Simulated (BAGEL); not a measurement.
# A workflow on CH5FGeO (SMILES [CH3][GeH]([OH])[F])

We compute a single-point energy (HF/def2-SV(P)), then the energy (NEVPT2(2,2)/def2-SV(P)) of CH5FGeO. 

The calculation is run with BAGEL 1.2.2.

1 further run of the same task is left out (set aside as unsound or not needed).

### 1 Starting point

CH5FGeO: 9 atoms, total charge 0, spin state singlet. SMILES: `[CH3][GeH]([OH])[F]`. One bond was lengthened or shortened from a relaxed shape.

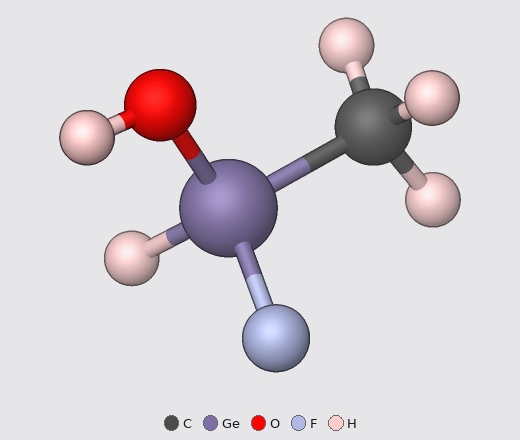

Viewed from a chosen angle; carbon dark grey, germanium purple, oxygen red, fluorine light blue, hydrogen pink.

### 2 The energy at HF/def2-SV(P) (density fitting with svp-jkfit) (run 1)

The input, input.json:

```json
{ "bagel": [

{
  "title": "molecule",
  "basis": "def2-sv_p_.json",
  "df_basis": "svp-jkfit",
  "angstrom": true,
  "geometry": [
    { "atom": "C", "xyz": [      -0.570265,       1.010747,      -0.458279 ] },
    { "atom": "Ge", "xyz": [       0.187035,      -0.609853,       0.247421 ] },
    { "atom": "O", "xyz": [       1.368735,      -0.136853,       1.471421 ] },
    { "atom": "F", "xyz": [       1.073135,      -1.404753,      -1.027879 ] },
    { "atom": "H", "xyz": [       0.237635,       1.658747,      -0.798679 ] },
    { "atom": "H", "xyz": [      -1.139165,       1.527347,       0.315621 ] },
    { "atom": "H", "xyz": [      -1.327100,       0.751300,      -1.423500 ] },
    { "atom": "H", "xyz": [      -0.766765,      -1.691253,       0.782721 ] },
    { "atom": "H", "xyz": [       1.815235,      -0.880853,       1.881421 ] }
  ]
},

{ "title": "hf" },

{ "title": "print", "file": "orbitals.molden", "orbitals": true }

]}
```

The basis set def2-SV(P) is read from a file made from the Basis Set Exchange's data (not shown).

Started as:

```console
$ BAGEL_NUM_THREADS=1 BAGEL input.json > input.out
```

The program printed:

```text
* using 1 threads per process

  ===============================================================
  ===============================================================

  *** Geometry ***

  { "atom" : "C", "xyz" : [     -1.077645,      1.910035,     -0.866022 ] },
  { "atom" : "Ge", "xyz" : [      0.353445,     -1.152455,      0.467558 ] },
  { "atom" : "O", "xyz" : [      2.586534,     -0.258615,      2.780583 ] },
  { "atom" : "F", "xyz" : [      2.027931,     -2.654598,     -1.942410 ] },
  { "atom" : "H", "xyz" : [      0.449065,      3.134578,     -1.509285 ] },
  { "atom" : "H", "xyz" : [     -2.152710,      2.886268,      0.596437 ] },
  { "atom" : "H", "xyz" : [     -2.507856,      1.419751,     -2.690025 ] },
  { "atom" : "H", "xyz" : [     -1.448976,     -3.196005,      1.479128 ] },
  { "atom" : "H", "xyz" : [      3.430297,     -1.664571,      3.555370 ] },

  Number of auxiliary basis functions:      585

  Since a DF basis is specified, we compute 2- and 3-index integrals:
    o Being stored without compression. Storage requirement is 0.033 GB

  Number of basis functions:       84
  Number of electrons      :       60

    * METHOD: MOLECULE                             0.33

  *** RHF ***

  === Nuclear Repulsion ===
   316.1951601226

      * DIIS with orbital gradients will be used.

  === RHF iteration (def2-sv_p_.json) ===
      0      -2289.75468163          0.02213571           0.13
      1      -2289.93793255          0.01462799           0.13
      2      -2290.04769074          0.00142491           0.14
      3      -2290.04921090          0.00053000           0.13
      4      -2290.04939205          0.00007567           0.12
      5      -2290.04939884          0.00002603           0.12
      6      -2290.04939945          0.00001334           0.12
      7      -2290.04939961          0.00000220           0.12
      8      -2290.04939962          0.00000071           0.13
      9      -2290.04939962          0.00000030           0.12
     10      -2290.04939962          0.00000008           0.13
     11      -2290.04939962          0.00000004           0.13
     12      -2290.04939962          0.00000001           0.13
     13      -2290.04939962          0.00000001           0.13
    * SCF iteration converged.

    * Permanent dipole moment:
           (    0.673371,    -0.014368,    -0.484174) a.u.

    * METHOD: HF                                   2.07

    * METHOD: PRINT                                0.01

  ===============================================================
```

Run time: 2.7 s. Hardware: 1 thread of Arm Neoverse V2, shared host; peak memory 0.15 GiB.

### 3 The energy at NEVPT2(2,2)/def2-SV(P) (density fitting with svp-jkfit) (run 2)

The input, job.json:

```json
{ "bagel" : [

{
  "title" : "molecule",
  "basis" : "def2-sv_p_.json",
  "df_basis" : "svp-jkfit",
  "angstrom" : true,
  "geometry" : [
    { "atom" : "C", "xyz" : [   -0.570265,    1.010747,   -0.458279 ] },
    { "atom" : "Ge", "xyz" : [    0.187035,   -0.609853,    0.247421 ] },
    { "atom" : "O", "xyz" : [    1.368735,   -0.136853,    1.471421 ] },
    { "atom" : "F", "xyz" : [    1.073135,   -1.404753,   -1.027879 ] },
    { "atom" : "H", "xyz" : [    0.237635,    1.658747,   -0.798679 ] },
    { "atom" : "H", "xyz" : [   -1.139165,    1.527347,    0.315621 ] },
    { "atom" : "H", "xyz" : [   -1.327100,    0.751300,   -1.423500 ] },
    { "atom" : "H", "xyz" : [   -0.766765,   -1.691253,    0.782721 ] },
    { "atom" : "H", "xyz" : [    1.815235,   -0.880853,    1.881421 ] }
  ]
},
{
  "title" : "hf"
},
{
  "title" : "nevpt2",
  "nstate" : 1,
  "nact" : 2,
  "nclosed" : 29,
  "active" : [27, 34],
  "maxiter" : 200,
  "natocc" : true,
  "ncore" : 12
},
{
  "title" : "print",
  "file" : "orbitals.molden",
  "orbitals" : true
}

]}
```

The basis set def2-SV(P) is read from a file made from the Basis Set Exchange's data (not shown).

Started as:

```console
$ BAGEL_NUM_THREADS=1 BAGEL job.json > job.out
```

The program printed:

```text
* using 1 threads per process

  ===============================================================
  ===============================================================

  *** Geometry ***

  { "atom" : "C", "xyz" : [     -1.077645,      1.910035,     -0.866022 ] },
  { "atom" : "Ge", "xyz" : [      0.353445,     -1.152455,      0.467558 ] },
  { "atom" : "O", "xyz" : [      2.586534,     -0.258615,      2.780583 ] },
  { "atom" : "F", "xyz" : [      2.027931,     -2.654598,     -1.942410 ] },
  { "atom" : "H", "xyz" : [      0.449065,      3.134578,     -1.509285 ] },
  { "atom" : "H", "xyz" : [     -2.152710,      2.886268,      0.596437 ] },
  { "atom" : "H", "xyz" : [     -2.507856,      1.419751,     -2.690025 ] },
  { "atom" : "H", "xyz" : [     -1.448976,     -3.196005,      1.479128 ] },
  { "atom" : "H", "xyz" : [      3.430297,     -1.664571,      3.555370 ] },

  Number of auxiliary basis functions:      585

  Since a DF basis is specified, we compute 2- and 3-index integrals:
    o Being stored without compression. Storage requirement is 0.033 GB

  Number of basis functions:       84
  Number of electrons      :       60

    * METHOD: MOLECULE                             0.34

  *** RHF ***

  === Nuclear Repulsion ===
   316.1951601226

      * DIIS with orbital gradients will be used.

  === RHF iteration (def2-sv_p_.json) ===
      0      -2289.75468163          0.02213571           0.13
      1      -2289.93793255          0.01462799           0.13
      2      -2290.04769074          0.00142491           0.17
      3      -2290.04921090          0.00053000           0.13
      4      -2290.04939205          0.00007567           0.13
      5      -2290.04939884          0.00002603           0.13
      6      -2290.04939945          0.00001334           0.13
      7      -2290.04939961          0.00000220           0.13
      8      -2290.04939962          0.00000071           0.13
      9      -2290.04939962          0.00000030           0.12
     10      -2290.04939962          0.00000008           0.13
     11      -2290.04939962          0.00000004           0.12
     12      -2290.04939962          0.00000001           0.12
     13      -2290.04939962          0.00000001           0.12
    * SCF iteration converged.

    * Permanent dipole moment:
           (    0.673371,    -0.014368,    -0.484174) a.u.

    * METHOD: HF                                   2.12

    * freezing 12 orbitals
  ---------------------------
      CASSCF calculation
  ---------------------------

    ==== Active orbitals : =====
         Orbital 27
         Orbital 34
    ============================

    * nstate   :      1
    * nclosed  :     29
    * nact     :      2
    * nvirt    :     53
  === CASSCF iteration (def2-sv_p_.json) ===

    * Using the second-order algorithm

      0  0     -2290.04992430     1.19e-04      0.04

      1  0     -2290.06422723     1.06e-03      0.52

      2  0     -2290.06818902     4.50e-04      0.64

      3  0     -2290.06962665     1.04e-04      0.64

      4  0     -2290.06966727     1.85e-05      0.63

      5  0     -2290.06966788     2.67e-06      0.65

      6  0     -2290.06966789     4.22e-07      0.64

      7  0     -2290.06966789     8.20e-08      0.64

      8  0     -2290.06966789     1.80e-08      0.56

      9  0     -2290.06966789     4.16e-09      0.51

    * Second-order optimization converged. *

     guess   0:   closed 1.                   open ..

  === FCI iteration ===

      0  0     -2290.04911994     8.43e-02      0.00
      1  0     -2290.06966726     3.65e-04      0.00
      2  0 *   -2290.06966789     1.11e-15      0.00

     * ci vector, state   0, <S^2> = 0.0000
       2.     0.9926546862
       .2    -0.1209821223

  === DF-NEVPT2 calculation ===

    * 3-index integral transformation done
    * assembly done

      NEVPT2 correlation energy:   -0.6986027008      0.20

          (+0)     -0.6527693826
          (+0)'    -0.0152732959
          (+1)     -0.0037358137
          (+1)'    -0.0000000000
          (+2)     -0.0002231120
          (-1)     -0.0222173503
          (-1)'     0.0000000000
          (-2)     -0.0043837463

      NEVPT2 total energy:       -2290.7682705944

    * METHOD: NEVPT2                               6.17

    * METHOD: PRINT                                0.01

  ===============================================================
```

Run time: 9 s. Hardware: 1 thread of Arm Neoverse V2, shared host; peak memory 0.15 GiB.

### 4 Summary of results

| quantity | value |
| --- | --- |
| run 1, HF/def2-SV(P): total energy | -2290.04940 Eh |
| run 1, HF/def2-SV(P): dipole moment | 2.11 D |
| run 1, HF/def2-SV(P): HOMO energy | -12.55 eV |
| run 1, HF/def2-SV(P): LUMO energy | 4.20 eV |
| run 1, HF/def2-SV(P): HOMO–LUMO gap | 16.75 eV |
| run 2, NEVPT2(2,2)/def2-SV(P): total energy | -2290.76827 Eh |
